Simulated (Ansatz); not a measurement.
# C2H4BN (SMILES CB=C=N): a rigid scan of the bond length C1–B2

Aim: the energy along the bond length C1–B2, from CCSD(T) and from cheaper methods, relative to the minimum. No other atom is relaxed.

Method: single points in def2-TZVPP; program: Ansatz 0.2.0, Gaussian basis.

Levels: PBE-D4, r2SCAN-D4, PBE0-D4, B3LYP-D4, wB97M-V, Hartree-Fock, MP2, CCSD, CCSD(T). The scan takes 1.308, 1.353, 1.418, 1.495, 1.580, 1.671, 1.768, 1.870, 1.977 Å.

Cores are frozen in the correlated methods. B3LYP uses VWN-RPA correlation.

19 further runs of the same task are left out: 19 set aside as unsound or not needed.

## (1) The system as given

The minimum, relaxed at PBE0-D4: SMILES `CB=C=N`, 8 atoms, charge 0, spin multiplicity 1.

Atoms are counted from 1 here; the program's logs count them from 0.

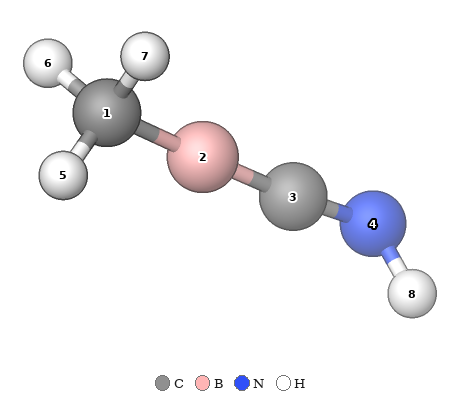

The starting geometry (carbon grey, boron pink, nitrogen blue, hydrogen white); atoms are numbered from 1 in the order of the file.

Geometry (Å):

```xyz
8
charge 0, multiplicity 1
C     0.7448    1.1451    0.6266
B     0.0949   -0.0760   -0.0055
C    -0.5570   -1.1651   -0.5503
N    -1.0566   -2.2206   -0.9725
H     0.6663    2.0571    0.0301
H     1.7809    0.9910    0.9370
H     0.1705    1.3282    1.5478
H    -1.8437   -2.0597   -1.6132
```

Energies of the minimum (eV), from earlier single points: PBE-D4 -4298.72975, r2SCAN-D4 -4301.68795, PBE0-D4 -4298.97955, B3LYP-D4 -4304.84087, wB97M-V -4302.42577, CCSD(T) -4294.69213.

At the minimum the bond length C1–B2 is 1.521 Å.

## (2) C1–B2 = 1.308 Å

ccsdt-tzvpp/in.yaml

```yaml
crystal:
  periodic: [false, false, false]
  atoms:
    - {symbol: C, position_ang: [0.744771, 1.145090, 0.626563]}
    - {symbol: B, position_ang: [0.185819, 0.094882, 0.082964]}
    - {symbol: C, position_ang: [-0.466055, -0.994197, -0.461833]}
    - {symbol: N, position_ang: [-0.965599, -2.049673, -0.884028]}
    - {symbol: H, position_ang: [0.666350, 2.057080, 0.030093]}
    - {symbol: H, position_ang: [1.780857, 0.990985, 0.937039]}
    - {symbol: H, position_ang: [0.170453, 1.328242, 1.547767]}
    - {symbol: H, position_ang: [-1.752747, -1.888787, -1.524708]}
basis:
  gaussian: {orbitals: def2-TZVPP}
correlation: {method: ccsd_t}
```

No record of the launch command was kept for these runs.

Further steps of the session: C1–B2 = 1.353 Å; C1–B2 = 1.418 Å; C1–B2 = 1.495 Å; C1–B2 = 1.580 Å; C1–B2 = 1.671 Å; C1–B2 = 1.768 Å; C1–B2 = 1.870 Å; C1–B2 = 1.977 Å.

Before running it: what results should come out? Wanted: highest point, CCSD(T); lowest point, CCSD(T); minimum along the scan, CCSD(T); RMS deviation from CCSD(T); largest T1 diagnostic.

**Answer**, as computed:

```
                       quantity                                                                                                                      value
         highest point, CCSD(T)                                                                                                        1.374 eV at 1.977 Å
          lowest point, CCSD(T)                                                                                                        0.000 eV at 1.521 Å
minimum along the scan, CCSD(T)                                                                                                                    1.536 Å
                curvature there                                                                                                                 27.0 eV/Å²
     RMS deviation from CCSD(T)  PBE-D4 0.054, r2SCAN-D4 0.083, PBE0-D4 0.085, B3LYP-D4 0.064, wB97M-V 0.064, Hartree-Fock 0.040, MP2 0.049, CCSD 0.014 eV
          largest T1 diagnostic                                                                                                                      0.015
```

**Reading.** A polynomial through the near points puts the CCSD(T) minimum 0.015 Å above the PBE0-D4 value. The well is lopsided: squeezing costs more than stretching by the same length. Curvature against CCSD(T): PBE-D4 +1 %, Hartree-Fock +4 %. Best along the scan: CCSD. Worst: PBE0-D4. The restricted Hartree–Fock reference is unstable towards an unrestricted one at one or more of these structures.
